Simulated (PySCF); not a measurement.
# One shape, several levels: singlet [SiF3]−

We compute a comparison of 6 runs (HF/STO-3G, HF/3-21G, B3LYP/6-31G*, B2PLYP/aug-cc-pVDZ, M06-2X/aug-cc-pVDZ, SCS-MP2/aug-cc-pVDZ) of singlet [SiF3]−. 

The calculation is run with PySCF 2.14.0.

1 further run of the same task is left out (set aside as unsound or not needed).

### 1 Starting point

The species is [SiF3]− (4 atoms), meant as a singlet with charge -1. As SMILES of the parent species, `F[Si](F)F`. The coordinates come from a PBE0-D4/def2-TZVP relaxation. That shape belongs to the parent species and isn't relaxed for this state.

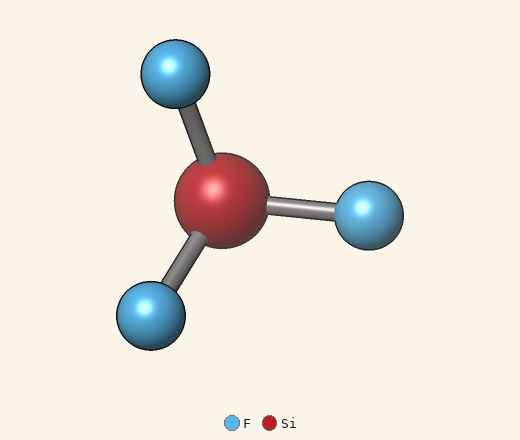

The structure, seen from a chosen angle (fluorine blue, silicon red).

### 2 A single-point energy at HF/STO-3G (run 1)

File calc.py:

```python
from pyscf import gto

molecule = gto.Mole()
molecule.atom = [
    ('F', (0.784850, -0.507040, 1.151700)),
    ('Si', (-0.282750, 0.213060, 0.234280)),
    ('F', (-0.994260, -0.892250, -0.644340)),
    ('F', (0.492160, 1.186230, -0.741640)),
]
molecule.charge = -1
molecule.max_memory = 1860
molecule.basis = 'sto-3g'
molecule.spin = 0
molecule.verbose = 3
molecule.build()

myscf = molecule.RHF()
myscf.conv_tol = 1e-10
myscf.kernel()
if not myscf.converged:
    myscf = myscf.newton().run(myscf.mo_coeff, myscf.mo_occ)

energy = myscf.e_tot
print('E = %.10f Eh' % energy)
```

On the command line:

```sh
$ OMP_NUM_THREADS=1 python calc.py
```

What it wrote:

```text
converged SCF energy = -579.533866457377
E = -579.5338664574 Eh
```

Run time: 0.83 s. Hardware: 1 thread of Arm Neoverse V1, shared host; peak memory 0.12 GiB.

### 3 The energy at HF/3-21G (run 2)

File start.xyz:

```xyz
4
F3Si
F      0.784850    -0.507040     1.151700
Si    -0.282750     0.213060     0.234280
F     -0.994260    -0.892250    -0.644340
F      0.492160     1.186230    -0.741640
```

File calc.py:

```python
from pyscf import gto, scf

mol = gto.M(
    atom='start.xyz',
    charge=-1,
    basis='3-21g',
    max_memory=1860,
    verbose=3,
)

mf = scf.RHF(mol)
mf.conv_tol = 1e-10
mf.kernel()
if not mf.converged:
    mf = mf.newton().run(mf.mo_coeff, mf.mo_occ)

e_tot = mf.e_tot
print('E(%s) = %.9f' % ('HF', e_tot))
```

On the command line:

```sh
$ OMP_NUM_THREADS=1 python calc.py
```

What it wrote:

```text
converged SCF energy = -584.252350618037
E(HF) = -584.252350618
```

Run time: 0.7 s. Hardware: 1 thread of Arm Neoverse V1, shared host; peak memory 0.1 GiB.

Runs 3 to 5 aren't shown in full; the table further down has their settings and results.

### 4 A single-point energy at SCS-MP2/aug-cc-pVDZ (run 6)

File calc.py:

```python
from pyscf import gto, mp

system = gto.Mole()
system.atom = '''
F    0.784850  -0.507040   1.151700
Si  -0.282750   0.213060   0.234280
F   -0.994260  -0.892250  -0.644340
F    0.492160   1.186230  -0.741640
'''
system.basis = 'aug-cc-pvdz'
system.max_memory = 1860
system.charge = -1
system.verbose = 3
system.spin = 0
system.build()

myscf = system.RHF()
myscf.conv_tol = 1e-10
myscf.kernel()
if not myscf.converged:
    myscf = myscf.newton().run(myscf.mo_coeff, myscf.mo_occ)

pt = mp.MP2(myscf, frozen=8).run()
e_tot = myscf.e_tot + 1.2 * pt.e_corr_os + pt.e_corr_ss / 3
print(f'total energy: {e_tot:.8f} hartree')
```

On the command line:

```sh
$ OMP_NUM_THREADS=1 python calc.py
```

What it wrote:

```text
converged SCF energy = -587.447479098717
E(RMP2) = -588.164552119942  E_corr = -0.717073021225585
E(SCS-RMP2) = -588.136925655359  E_corr = -0.689446556642058
total energy: -588.13692566 hartree
```

It took 2.5 s on 1 thread of Arm Neoverse V1, shared host; peak memory 0.24 GiB.

### 5 All runs side by side

```csv
run,level,integration grid,frozen core orbitals,energy (Eh),HOMO energy (eV),LUMO energy (eV),HOMO–LUMO gap (eV),wall time
1,HF/STO-3G,–,–,-579.533866,4.97,23.95,18.98,0.83 s
2,HF/3-21G,–,–,-584.252351,-0.89,12.57,13.46,0.7 s
3,B3LYP/6-31G* (spherical functions),5,–,-589.163987,1.85,8.00,6.16,7.8 s
4,B2PLYP/aug-cc-pVDZ,5,8,-588.922477,-0.40,4.42,4.82,15 s
5,M06-2X/aug-cc-pVDZ,5,–,-589.120389,-0.40,4.23,4.63,28 s
6,SCS-MP2/aug-cc-pVDZ,–,8,-588.136926,-1.66,5.09,6.75,2.5 s
```

### 6 Outcome

```
                                                    quantity          value
                                         run 6: total energy  -588.13693 Eh
                  run 6: HOMO energy (Hartree–Fock orbitals)       -1.66 eV
                  run 6: LUMO energy (Hartree–Fock orbitals)        5.09 eV
run 6: HOMO–LUMO gap (to an unbound level, set by the basis)        6.75 eV
          run 6: correlation energy (8 core orbitals frozen)     -689.4 mEh
```

Over runs 1, 2, 3, 4, 5 the HOMO–LUMO gap runs from 4.63 eV (M06-2X/aug-cc-pVDZ) to 18.98 eV (HF/STO-3G). The two ends differ in method and basis. The empty levels of an anion lie above zero and hang on the basis. Totals of different functionals can't be ranked against each other. In runs 1, 3 the HOMO lies above zero, so the outermost electron may be held by the basis alone. In run 1 the basis is minimal, so the values are rough. All runs together took 55 s, the longest 28 s.
